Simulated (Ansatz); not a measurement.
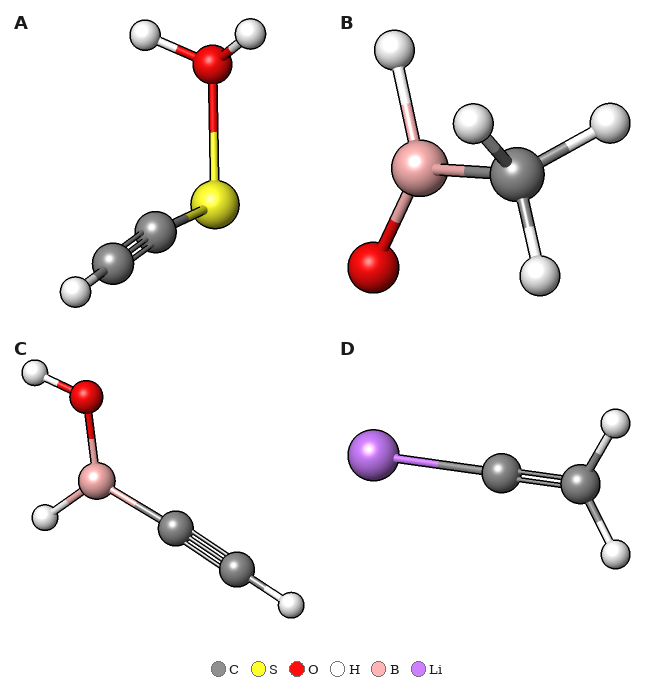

Simulated data, not a measurement (program: Ansatz).

Question: Which panel belongs to which SMILES?
(1) CB[O-]
(2) C#CBO
(3) C#CS[OH2+]
(4) [Li][C+]=C

Answer: A is (3), B is (1), C is (2), D is (4).
